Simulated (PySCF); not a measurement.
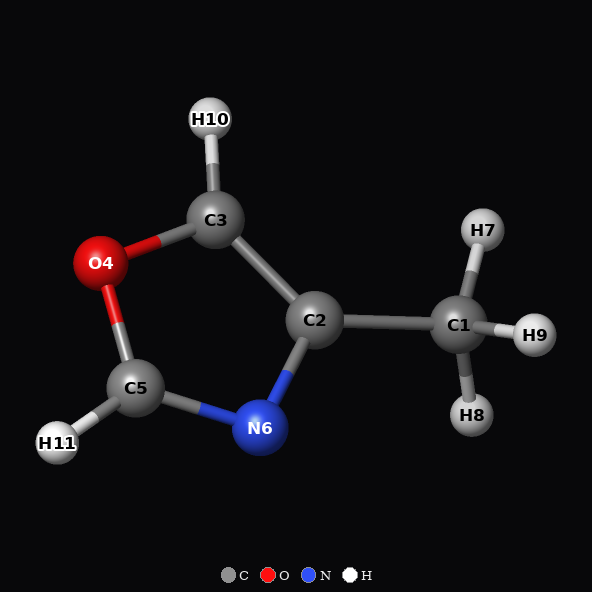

Computed geometry: PBE0-D3(BJ)/def2-SVP optimisation. No frequency run is at hand to confirm it as a minimum. Electric field gradients from the ground-state density, B3LYP/6-31G* (PySCF 2.14.0), non-relativistic apart from any core potentials.

Give the largest field-gradient component, the quadrupole coupling constant and the asymmetry for 17O at O4 (Q = −25.6 mb), 14N at N6 (Q = 20.44 mb).

```csv
atom,V_zz (a.u.),e²qQ/h (MHz),η
O4,1.252,−7.53,0.02
N6,−0.834,−4.01,0.09
```
